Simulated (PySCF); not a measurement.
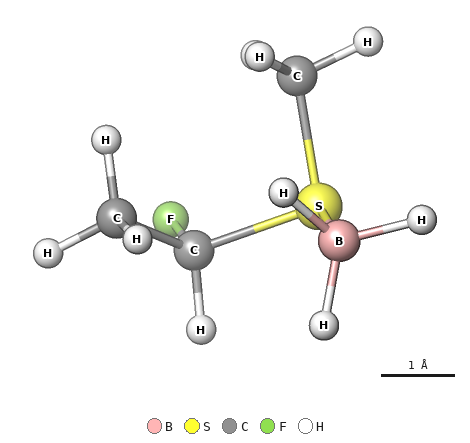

The structure (ball-and-stick view, seen at a tilt). Bond lengths as drawn: B–H 1.18 to 1.19 Å, B–S 1.97 Å, C–C 1.51 Å, C–F 1.37 Å, C–H 1.09 to 1.10 Å and C–S 1.82 to 1.85 Å.

Run report: C3H10BFS, NMR shielding calculation

The run: NMR shielding calculation of C3H10BFS. Method and program: GIAO PBE0/pcSseg-1 NMR shielding, non-relativistic, gas phase (PySCF 2.14.0).

The geometry comes from this level: GFN2-xTB. Figures and captions count atoms from 1; the log counts them from 0 in places.

### Input
```
{"job": {"kind": "nmr", "xc": "PBE0", "basis": "pcSseg-1"}, "charge": 0, "multiplicity": 1}
B     -1.632318    -0.917240    -0.721874
S     -0.873286    -0.063638     0.889279
C     -0.681629     1.676032     0.393624
C      0.901342    -0.600065     0.881486
C      1.643210    -0.384565    -0.415357
F      1.530318     0.075984     1.897598
H     -2.784678    -0.661391    -0.633125
H     -1.093084    -0.409602    -1.648778
H     -1.384728    -2.066819    -0.569898
H     -0.446941     1.737887    -0.664083
H      0.089519     2.132081     1.006908
H     -1.636500     2.154942     0.585674
H      0.868943    -1.655320     1.172587
H      1.742454     0.676924    -0.628764
H      1.109663    -0.873362    -1.224263
H      2.640117    -0.812905    -0.332425
```

The first line tells a small driver script what to run in PySCF; the rest is the geometry in Å.

Launch command:
```bash
OMP_NUM_THREADS=1 python <driver script> task.json out
```

### Output
```
coarse grid: 13256 points
cycle   1  E = -642.6029511844  dE =  4.152e-01  |g| = 5.989e-01  |ddm| = 3.287e+00
cycle   2  E = -642.5653365075  dE =  3.761e-02  |g| = 7.840e-01  |ddm| = 1.065e+00
cycle   3  E = -642.6851315178  dE = -1.198e-01  |g| = 8.829e-02  |ddm| = 5.757e-01
cycle   4  E = -642.6867052257  dE = -1.574e-03  |g| = 3.117e-02  |ddm| = 9.457e-02
cycle   5  E = -642.6869283359  dE = -2.231e-04  |g| = 6.379e-03  |ddm| = 3.221e-02
cycle   6  E = -642.6869384446  dE = -1.011e-05  |g| = 1.339e-03  |ddm| = 9.235e-03
cycle   7  E = -642.6869388409  dE = -3.963e-07  |g| = 3.659e-04  |ddm| = 1.630e-03
final grid: 121904 points
cycle   8  E = -642.7328768168  dE = -5.096e-05  |g| = 9.678e-03  |ddm| = 3.003e-02
cycle   9  E = -642.7328664532  dE =  1.036e-05  |g| = 1.207e-02  |ddm| = 1.595e-02
cycle  10  E = -642.7328995333  dE = -3.308e-05  |g| = 1.177e-03  |ddm| = 9.166e-03
cycle  11  E = -642.7328997991  dE = -2.657e-07  |g| = 2.713e-04  |ddm| = 1.053e-03
cycle  12  E = -642.7328998110  dE = -1.188e-08  |g| = 8.332e-05  |ddm| = 2.668e-04
cycle  13  E = -642.7328998127  dE = -1.715e-09  |g| = 2.127e-05  |ddm| = 1.143e-04
cycle  14  E = -642.7328998128  dE = -1.194e-10  |g| = 4.605e-06  |ddm| = 2.736e-05
```

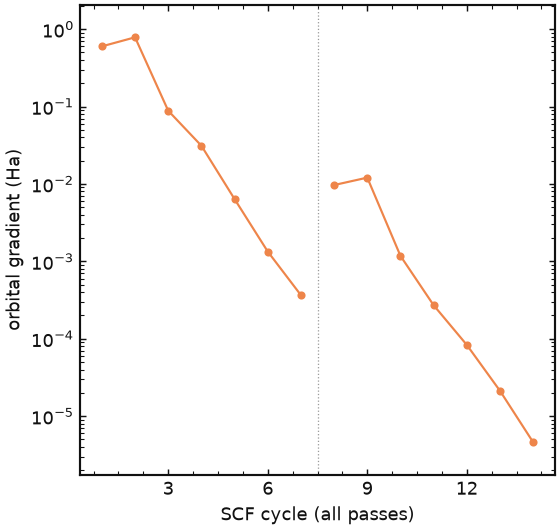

Convergence of the self-consistent field: orbital gradient against the SCF cycle. The dotted line marks the change from a coarse to the final integration grid. The first 7 cycles use a coarse grid, the final grid takes over at cycle 8, and the field converges after 14 cycles in all.

```
converged SCF energy = -642.7328998128

GIAO shielding tensors (ppm)
atom      isotropic    diamagn.    paramagn.     s11        s22        s33       span
  0 B      127.947     192.101     -64.155    107.110    123.094    153.637     46.527
  1 S      441.402    1057.715    -616.313    277.792    418.329    628.086    350.293
  2 C      163.473     253.566     -90.093    140.543    160.163    189.712     49.169
  3 C       81.560     248.491    -166.931     42.182     74.885    127.612     85.430
  4 C      170.717     250.344     -79.627    155.795    170.124    186.233     30.439
  5 F      359.414     474.396    -114.983    288.352    388.840    401.049    112.697
  6 H       29.724      30.303      -0.579     26.235     27.787     35.150      8.915
  7 H       30.391      31.461      -1.069     27.143     29.123     34.907      7.764
  8 H       29.997      30.692      -0.695     26.708     27.447     35.837      9.129
  9 H       29.642      31.639      -1.997     25.590     28.191     35.145      9.555
 10 H       29.337      30.710      -1.373     23.950     27.512     36.550     12.600
 11 H       29.385      29.569      -0.184     24.685     26.281     37.188     12.504
 12 H       26.028      30.715      -4.687     23.669     25.290     29.126      5.457
 13 H       30.299      31.221      -0.922     25.837     30.436     34.624      8.786
 14 H       29.561      30.364      -0.803     23.706     29.977     35.000     11.294
 15 H       30.026      28.400       1.626     25.776     27.131     37.172     11.396
```

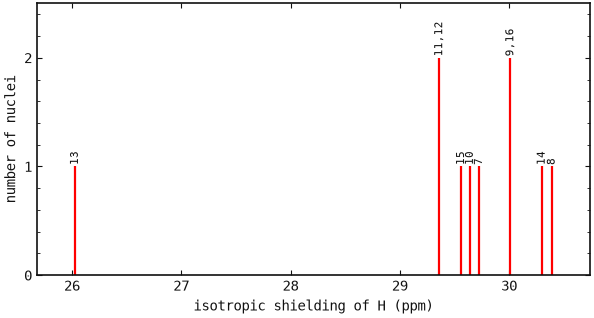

Isotropic shieldings of the hydrogen nuclei in this fixed geometry, labelled by atom number; shielding grows to the right, so chemical shift grows to the left. The least shielded is H13 (26.0 ppm), the most shielded H8 (30.4 ppm).

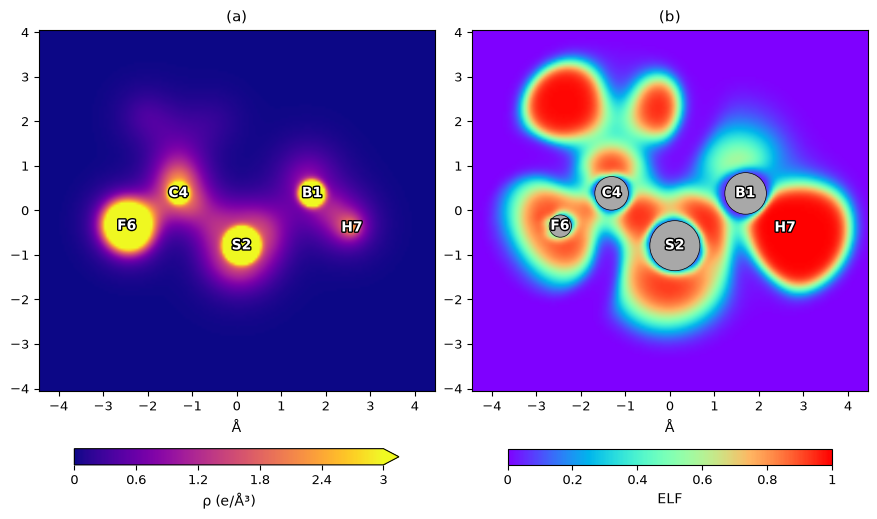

(a) electron density; (b) electron localisation function on the plane of atoms S2, B1 and H7. Grey discs, where drawn, cover atomic cores.

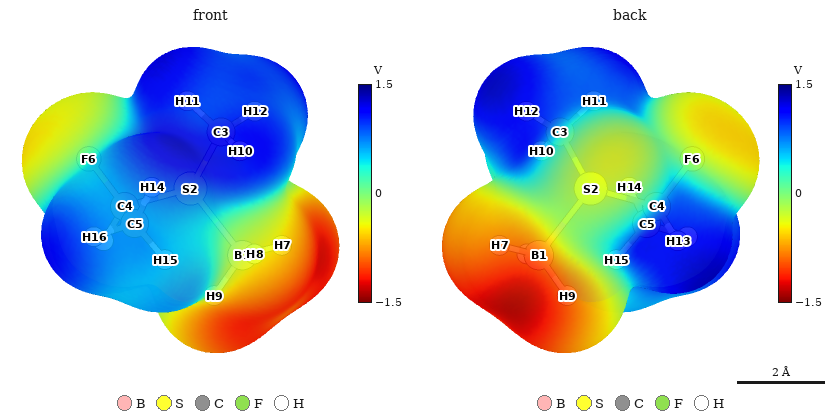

The electrostatic potential painted on the density surface at 0.002 e/bohr³, seen at a tilt and from behind; the colour scale runs from red (negative) to blue (positive). A positive charge is drawn to the negative regions and a negative charge to the positive ones.

### Results in brief

| quantity | value |
| --- | --- |
| outcome | converged |
| total energy | −642.732900 hartree |
| HOMO | −8.10 eV |
| LUMO | 0.21 eV |
| dipole moment | 3.30 D |
| isotropic shielding, B | 127.9 ppm |
| isotropic shielding, S | 441.4 ppm |
| isotropic shielding, C | 81.6 to 170.7 ppm |
| isotropic shielding, F | 359.4 ppm |
| isotropic shielding, H | 26.0 to 30.4 ppm |
| hardware | 1 CPU thread, shared host |
| wall time | 48 s |
| peak memory | 0.73 GiB |
